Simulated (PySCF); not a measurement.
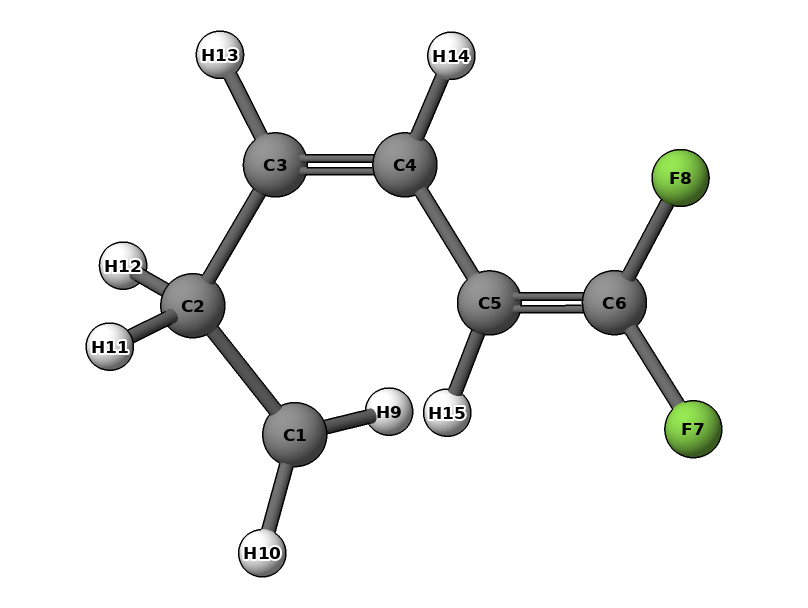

The questions are on Mulliken spin populations. State: neutral, doublet. The computed structure is the end point of a GFN2-xTB optimisation. No frequency run is at hand to confirm it as a minimum. Method: UKS B3LYP, pcH-1 on C F H, non-relativistic (PySCF 2.14.0).

List the Mulliken spin populations.

```json
{"atom": "C1", "value (e)": "1.05"}
{"atom": "C2", "value (e)": "−0.08"}
{"atom": "C3", "value (e)": "0.03"}
{"atom": "C4", "value (e)": "0.00"}
{"atom": "C5", "value (e)": "0.03"}
{"atom": "C6", "value (e)": "0.00"}
{"atom": "F7", "value (e)": "0.00"}
{"atom": "F8", "value (e)": "0.00"}
{"atom": "H9", "value (e)": "−0.04"}
{"atom": "H10", "value (e)": "−0.05"}
{"atom": "H11", "value (e)": "0.00"}
{"atom": "H12", "value (e)": "0.06"}
{"atom": "H13", "value (e)": "0.00"}
{"atom": "H14", "value (e)": "0.00"}
{"atom": "H15", "value (e)": "0.00"}
```

Mulliken values depend strongly on the basis set.
